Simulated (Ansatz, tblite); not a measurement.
# Cd5Te4 zinc blende off sphere (Cd₅Te₄I₂): charged states by level of theory

What does removing or adding an electron cost or gain for Cd5Te4 zinc blende off sphere (Cd₅Te₄I₂)? Each charged state is run at several levels.

Computed with Ansatz 0.2.0, Gaussian basis. Level: as each input shows.

The runs, in order: charge +1 doublet, at the geometry of the singlet (PBE0-D4/def2-TZVP, PBE-D4/def2-TZVP, B97M-V/def2-TZVP); charge -1 doublet, at the geometry of the singlet (PBE0-D4/def2-TZVP, PBE-D4/def2-TZVP, B97M-V/def2-TZVP); the starting singlet's energies come from earlier runs.

1 further run of the same task is left out (set aside as unsound or not needed).

## 1. The structure

The geometry is that of the singlet, from an earlier relaxation (PBE-D4/def2-SVP).

11 atoms, charge 0, spin multiplicity 1.

Atoms are counted from 1 here; the program's logs count them from 0.

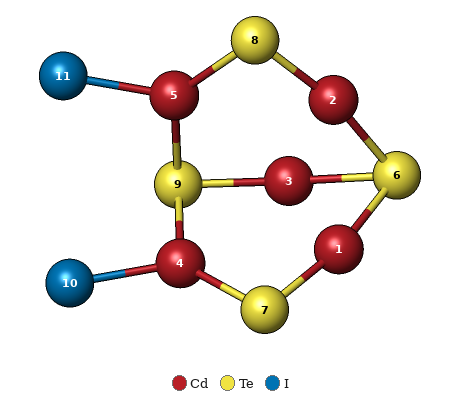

The structure; cadmium red, tellurium yellow, iodine blue; atoms are numbered from 1 in the order of the file.

Cd, I, Te take a core potential in the def2 sets. No spin-orbit coupling is included.

## 2. Charge +1 doublet at the fixed geometry, PBE0-D4/def2-TZVP

File in.yaml:

```yaml
crystal:
  periodic: [false, false, false]
  atoms:
    - {symbol: Cd, position_ang: [0.672732, -3.010156, -0.478579]}
    - {symbol: Cd, position_ang: [0.700601, -0.461123, -2.970667]}
    - {symbol: Cd, position_ang: [-2.027310, -1.099359, -1.110719]}
    - {symbol: Cd, position_ang: [0.056123, -0.524281, 2.322344]}
    - {symbol: Cd, position_ang: [0.023012, 2.339384, -0.480470]}
    - {symbol: Te, position_ang: [-0.751126, -2.834694, -2.866049]}
    - {symbol: Te, position_ang: [1.701792, -2.694467, 1.898554]}
    - {symbol: Te, position_ang: [1.741363, 1.901511, -2.595678]}
    - {symbol: Te, position_ang: [-2.058896, 0.750454, 0.777873]}
    - {symbol: I, position_ang: [0.029110, 1.059215, 4.494494]}
    - {symbol: I, position_ang: [-0.087399, 4.573513, 1.008907]}
basis:
  gaussian: {orbitals: def2-TZVP, fitting: {mean_field: def2-universal-jkfit}}
total_charge: 1
magnetization: {spin_polarized: true, initial_magnetization: 1}
hamiltonian: {xc: pbe0, dispersion: d4}
scf: {omitted_lower_state_checks: [starts]}
output: {orbitals: {seedname: orbitals}}
```

Started as:

```sh
> ansatz run in.yaml --threads 2 --pin off --events-out ev --progress --plain --max-ram 32768MiB --backend cuda --devices 0, --max-vram 18GiB
```

Standard output:

```text
Functional definition: PBE0
  name "PBE0"
  cite "Adamo & Barone, J. Chem. Phys. 110, 6158 (1999) doi:10.1063/1.478522"
  cite "Perdew, Burke & Ernzerhof, Phys. Rev. Lett. 77, 3865 (1996) doi:10.1103/PhysRevLett.77.3865"
  parent pbe
  parameter a = 0.25
  parameter kappa = 0.804
  parameter beta = 0.06672455060314922
  exchange = (1 - a)*pbe_x(kappa = kappa, mu = beta*pi^2/3) + a*exact_x
  correlation = pbe_c(beta = beta)
these checks for a lower state are left out or cut short: starts
2583 factors; integrals over basis functions are off by at most 5.5e-1 eV
mean field evaluation 1: about -68200.3083 eV, gradient 3.4e1 eV
mean field evaluation 2: about -67866.0886 eV, gradient 1.8e2 eV
mean field evaluation 4: about -68205.4479 eV, gradient 1.7e1 eV
mean field evaluation 8: about -68207.6495 eV, gradient 1.5e0 eV
mean field evaluation 16: about -68207.6740 eV, gradient 5.4e-2 eV
mean field evaluation 32: about -68207.6744 eV, gradient 5.6e-4 eV
mean field -68207.67444898 eV, -2506.5858031778 hartree, gradient 7.1e-6 eV, S^2 0.756590; 0 other end points of the search recorded, 0 dependent functions left out
reference -68207.67449177 eV, -2506.5858047501 hartree; 123, 122 occupied and 377, 378 virtual orbitals, 2583 factors
Total energy: -68208.74072703 eV, -2506.6249881732 hartree
Checks for a lower state left out: starts
```

It took 17 s on 1 × H100 (card shared with other runs) with 2 threads of AMD EPYC 7R13, shared host; peak host memory 1.2 GiB.

From the report: HOMO -9.48 eV, LUMO -8.69 eV (over both spins); ⟨S²⟩ 0.757 (pure: 0.75).

## 3. Charge +1 doublet at the fixed geometry, PBE-D4/def2-TZVP

start.molden holds the orbitals of an earlier run on this state, given as this run's starting guess.

Edit in.yaml of step 2 so:

```diff
@@ -15,6 +15,6 @@
 basis:
-  gaussian: {orbitals: def2-TZVP, fitting: {mean_field: def2-universal-jkfit}}
+  gaussian: {orbitals: def2-TZVP, fitting: {mean_field: def2-universal-jkfit}, initial_orbitals: start.molden}
 total_charge: 1
 magnetization: {spin_polarized: true, initial_magnetization: 1}
-hamiltonian: {xc: pbe0, dispersion: d4}
+hamiltonian: {xc: pbe, dispersion: d4}
 scf: {omitted_lower_state_checks: [starts]}
```

Same command.

Standard output:

```text
Functional definition: PBE
  name "PBE"
  cite "Perdew, Burke & Ernzerhof, Phys. Rev. Lett. 77, 3865 (1996) doi:10.1103/PhysRevLett.77.3865"
  parent pbe
  parameter kappa = 0.804
  parameter beta = 0.06672455060314922
  exchange = pbe_x(kappa = kappa, mu = beta*pi^2/3)
  correlation = pbe_c(beta = beta)
these checks for a lower state are left out or cut short: starts
2583 factors; integrals over basis functions are off by at most 5.5e-1 eV
mean field evaluation 1: about -68205.6136 eV, gradient 9.0e0 eV
mean field evaluation 2: about -68206.0184 eV, gradient 5.3e-1 eV
mean field evaluation 4: about -68206.0245 eV, gradient 6.0e-2 eV
mean field evaluation 8: about -68206.0247 eV, gradient 5.9e-5 eV
mean field evaluation 16: about -68206.0247 eV, gradient 2.7e-6 eV
mean field -68206.02469352 eV, -2506.5251757828 hartree, gradient 2.7e-6 eV, S^2 0.752276; 0 other end points of the search recorded, 0 dependent functions left out
reference -68206.02475017 eV, -2506.5251778647 hartree; 123, 122 occupied and 377, 378 virtual orbitals, 2583 factors
Total energy: -68207.18953898 eV, -2506.5679830638 hartree
Checks for a lower state left out: starts
```

Wall time 9 s (1 × H100 (card shared with other runs) with 2 threads of AMD EPYC 7R13, shared host); peak host memory 1.2 GiB.

From the report: HOMO -8.76 eV, LUMO -8.70 eV (over both spins); ⟨S²⟩ 0.752 (pure: 0.75).

## 4. Charge +1 doublet at the fixed geometry, B97M-V/def2-TZVP

Edit in.yaml of step 3 so:

```diff
@@ -18,3 +18,3 @@
 magnetization: {spin_polarized: true, initial_magnetization: 1}
-hamiltonian: {xc: pbe, dispersion: d4}
+hamiltonian: {xc: {name: B97M-V}}
 scf: {omitted_lower_state_checks: [starts]}
```

Same command.

Standard output (excerpt; [...] marks lines left out):

```text
Functional definition: B97M-V
  name "B97M-V"
  cite "Mardirossian & Head-Gordon, J. Chem. Phys. 142, 074111 (2015) doi:10.1063/1.4907719"
  cite "Becke, J. Chem. Phys. 107, 8554 (1997) doi:10.1063/1.475007"
  cite "Vydrov & Van Voorhis, J. Chem. Phys. 133, 244103 (2010) doi:10.1063/1.3521275"
  # Of w^i u^j: cxij and so on, Table III.
[...]
  gx(w, u) = cx00 + cx01*u + cx02*u^2 + (cx10 + cx11*u)*w
  gss(w, u) = css00 + css02*u^2 + css10*w + (css32*w^3 + css42*w^4)*u^2
  gos(w, u) = cos00 + cos01*u + cos03*u^3 + cos10*w + cos32*w^3*u^2
[...]
      + integral(e_c_pw_mod_opposite_spin*gos(b97_w_opposite, b97_u_opposite)) + vv10(b, c)
[...]
2583 factors; integrals over basis functions are off by at most 5.5e-1 eV
[...]
mean field -68203.75851141 eV, -2506.4418951262 hartree, gradient 2.8e-6 eV, S^2 0.757165; 0 other end points of the search recorded, 0 dependent functions left out
reference -68203.75859533 eV, -2506.4418982103 hartree; 123, 122 occupied and 377, 378 virtual orbitals, 2583 factors
Total energy: -68203.75859533 eV, -2506.4418982103 hartree
Checks for a lower state left out: starts
```

Run time: 14 s. Hardware: 1 × H100 (card shared with other runs) with 2 threads of AMD EPYC 7R13, shared host; peak host memory 1.9 GiB.

From the report: HOMO -8.85 eV, LUMO -8.71 eV (over both spins); ⟨S²⟩ 0.757 (pure: 0.75).

## 5. Vertical ionisation energy

Charged state less starting state, singlet to doublet; the starting state's energies are those of its earlier runs.

```
            level  vertical ionisation energy (eV)  time
 PBE-D4/def2-TZVP                            +7.10  18 s
 B97M-V/def2-TZVP                            +7.18  21 s
PBE0-D4/def2-TZVP                            +7.56  28 s
```

Times add the two runs; a level without a time comes out of a correlated run.

Beside −ε(HOMO) of the starting state:

```
            level  −ε(HOMO) (eV)  by difference (eV)  mismatch (eV)
 PBE-D4/def2-TZVP           5.41                7.10          -1.69
 B97M-V/def2-TZVP           5.60                7.18          -1.58
PBE0-D4/def2-TZVP           6.37                7.56          -1.19
```

## 6. Charge -1 doublet at the fixed geometry, PBE0-D4/def2-TZVP

Edit in.yaml of step 4 so:

```diff
@@ -15,6 +15,6 @@
 basis:
-  gaussian: {orbitals: def2-TZVP, fitting: {mean_field: def2-universal-jkfit}, initial_orbitals: start.molden}
-total_charge: 1
+  gaussian: {orbitals: def2-TZVP, fitting: {mean_field: def2-universal-jkfit}}
+total_charge: -1
 magnetization: {spin_polarized: true, initial_magnetization: 1}
-hamiltonian: {xc: {name: B97M-V}}
+hamiltonian: {xc: pbe0, dispersion: d4}
 scf: {omitted_lower_state_checks: [starts]}
```

Launched as before.

Standard output (excerpt; [...] marks lines left out):

```text
Functional definition: PBE0
  name "PBE0"
  cite "Adamo & Barone, J. Chem. Phys. 110, 6158 (1999) doi:10.1063/1.478522"
  cite "Perdew, Burke & Ernzerhof, Phys. Rev. Lett. 77, 3865 (1996) doi:10.1103/PhysRevLett.77.3865"
  parent pbe
[...]
2583 factors; integrals over basis functions are off by at most 5.5e-1 eV
[...]
mean field -68217.52343630 eV, -2506.9477467860 hartree, gradient 1.5e-5 eV, S^2 0.754651; 0 other end points of the search recorded, 0 dependent functions left out
reference -68217.52347630 eV, -2506.9477482560 hartree; 124, 123 occupied and 376, 377 virtual orbitals, 2583 factors
Total energy: -68218.62289737 eV, -2506.9881512349 hartree
Checks for a lower state left out: starts
```

Run time: 12 s. Hardware: 1 × H100 (card shared with other runs) with 2 threads of AMD EPYC 7R13, shared host; peak host memory 1.2 GiB.

From the report: HOMO -1.23 eV, LUMO 0.05 eV (over both spins); ⟨S²⟩ 0.755 (pure: 0.75).

## 7. Charge -1 doublet at the fixed geometry, PBE-D4/def2-TZVP

Edit in.yaml of step 6 so:

```diff
@@ -15,6 +15,6 @@
 basis:
-  gaussian: {orbitals: def2-TZVP, fitting: {mean_field: def2-universal-jkfit}}
+  gaussian: {orbitals: def2-TZVP, fitting: {mean_field: def2-universal-jkfit}, initial_orbitals: start.molden}
 total_charge: -1
 magnetization: {spin_polarized: true, initial_magnetization: 1}
-hamiltonian: {xc: pbe0, dispersion: d4}
+hamiltonian: {xc: pbe, dispersion: d4}
 scf: {omitted_lower_state_checks: [starts]}
```

Launched as before.

Standard output:

```text
Functional definition: PBE
  name "PBE"
  cite "Perdew, Burke & Ernzerhof, Phys. Rev. Lett. 77, 3865 (1996) doi:10.1103/PhysRevLett.77.3865"
  parent pbe
  parameter kappa = 0.804
  parameter beta = 0.06672455060314922
  exchange = pbe_x(kappa = kappa, mu = beta*pi^2/3)
  correlation = pbe_c(beta = beta)
these checks for a lower state are left out or cut short: starts
2583 factors; integrals over basis functions are off by at most 5.5e-1 eV
mean field evaluation 1: about -68215.0156 eV, gradient 9.0e0 eV
mean field evaluation 2: about -68215.4237 eV, gradient 5.0e-1 eV
mean field evaluation 4: about -68215.4355 eV, gradient 8.7e-2 eV
mean field evaluation 8: about -68215.4356 eV, gradient 1.8e-5 eV
mean field -68215.43559205 eV, -2506.8710199249 hartree, gradient 1.8e-5 eV, S^2 0.751849; 0 other end points of the search recorded, 0 dependent functions left out
reference -68215.43564511 eV, -2506.8710218749 hartree; 124, 123 occupied and 376, 377 virtual orbitals, 2583 factors
Total energy: -68216.63606680 eV, -2506.9151365581 hartree
Checks for a lower state left out: starts
```

It took 11 s on 1 × H100 (card shared with other runs) with 2 threads of AMD EPYC 7R13, shared host; peak host memory 1.1 GiB.

From the report: HOMO -0.77 eV, LUMO -0.53 eV (over both spins); ⟨S²⟩ 0.752 (pure: 0.75).

## 8. Charge -1 doublet at the fixed geometry, B97M-V/def2-TZVP

Edit in.yaml of step 7 so:

```diff
@@ -18,3 +18,3 @@
 magnetization: {spin_polarized: true, initial_magnetization: 1}
-hamiltonian: {xc: pbe, dispersion: d4}
+hamiltonian: {xc: {name: B97M-V}}
 scf: {omitted_lower_state_checks: [starts]}
```

Launched as before.

Standard output (excerpt; [...] marks lines left out):

```text
Functional definition: B97M-V
  name "B97M-V"
  cite "Mardirossian & Head-Gordon, J. Chem. Phys. 142, 074111 (2015) doi:10.1063/1.4907719"
  cite "Becke, J. Chem. Phys. 107, 8554 (1997) doi:10.1063/1.475007"
  cite "Vydrov & Van Voorhis, J. Chem. Phys. 133, 244103 (2010) doi:10.1063/1.3521275"
  # Of w^i u^j: cxij and so on, Table III.
[...]
  gx(w, u) = cx00 + cx01*u + cx02*u^2 + (cx10 + cx11*u)*w
  gss(w, u) = css00 + css02*u^2 + css10*w + (css32*w^3 + css42*w^4)*u^2
  gos(w, u) = cos00 + cos01*u + cos03*u^3 + cos10*w + cos32*w^3*u^2
[...]
      + integral(e_c_pw_mod_opposite_spin*gos(b97_w_opposite, b97_u_opposite)) + vv10(b, c)
[...]
2583 factors; integrals over basis functions are off by at most 5.5e-1 eV
[...]
mean field -68213.24111140 eV, -2506.7903742484 hartree, gradient 2.1e-5 eV, S^2 0.751472; 0 other end points of the search recorded, 0 dependent functions left out
reference -68213.24118814 eV, -2506.7903770687 hartree; 124, 123 occupied and 376, 377 virtual orbitals, 2583 factors
Total energy: -68213.24118814 eV, -2506.7903770687 hartree
Checks for a lower state left out: starts
```

It took 14 s on 1 × H100 (card shared with other runs) with 2 threads of AMD EPYC 7R13, shared host; peak host memory 1.8 GiB.

From the report: HOMO -0.74 eV, LUMO -0.49 eV (over both spins); ⟨S²⟩ 0.751 (pure: 0.75).

## 9. Vertical electron affinity

Starting state less charged state (positive: the electron is bound), singlet to doublet; the starting state's energies are those of its earlier runs.

```
            level  vertical electron affinity (eV)  time
 PBE-D4/def2-TZVP                            +2.35  19 s
 B97M-V/def2-TZVP                            +2.30  21 s
PBE0-D4/def2-TZVP                            +2.32  23 s
```

Times add the two runs; a level without a time comes out of a correlated run.

Beside −ε(LUMO) of the starting state:

```
            level  −ε(LUMO) (eV)  by difference (eV)  mismatch (eV)
 PBE-D4/def2-TZVP           3.92                2.35          +1.58
 B97M-V/def2-TZVP           3.87                2.30          +1.57
PBE0-D4/def2-TZVP           3.37                2.32          +1.05
```

## 10. Outcome

| quantity | value |
| --- | --- |
| vertical ionisation energy, functionals in def2-TZVP | 7.10 (PBE-D4) to 7.56 eV (PBE0-D4) |
| vertical electron affinity, functionals in def2-TZVP | 2.30 (B97M-V) to 2.35 eV (PBE-D4) |

In words: The vertical ionisation energy spans 7.10 to 7.56 eV over the functionals. −ε(HOMO) misses the level's own difference by -1.19 eV at best (PBE0-D4) and -1.69 eV at worst (PBE-D4). The vertical electron affinity spans 2.30 to 2.35 eV over the functionals. −ε(LUMO) misses the level's own difference by +1.05 eV at best (PBE0-D4) and +1.58 eV at worst (PBE-D4).
